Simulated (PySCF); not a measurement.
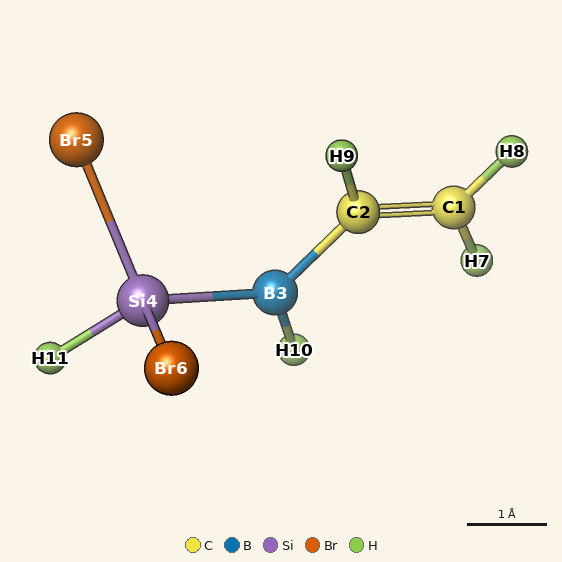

Orthographic view. Distant atoms are faded towards the background colour. The computed structure is the end point of a GFN2-xTB optimisation. No frequency run is at hand to confirm it as a minimum.

List the bonded neighbours of every atom.

C1: C2, H7, H8
C2: C1, B3, H9
B3: C2, Si4, H10
Si4: B3, Br5, Br6, H11
Br5: Si4
Br6: Si4
H7: C1
H8: C1
H9: C2
H10: B3
H11: Si4
